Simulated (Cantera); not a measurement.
Input: 1 mol Cr₂O₃, 6.9 mol H₂, 0.75 mol N₂, held at 1.33 mbar.

Equilibrium computed with Cantera from the NASA thermochemical tables; the gas is ideal and each condensed phase is pure. Candidate condensed phases: Cr, CrN, Cr₂N, Cr₂O₃, H₂O; 29 gas species. Mutual solubility and eutectic melting of coexisting phases are not modelled. Rates play no part.

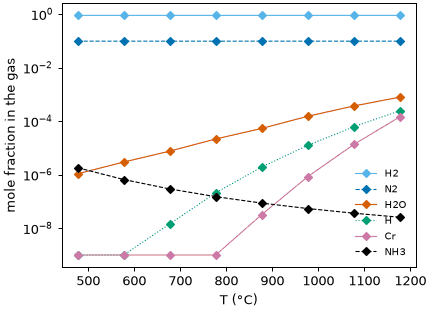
Fig. 1. Equilibrium gas composition (values under 1e-9 drawn at 1e-9)

From 477 °C to 777 °C the condensed part is Cr₂O₃(s). From 877 °C to 1177 °C the condensed part is Cr(s) + Cr₂O₃(s).
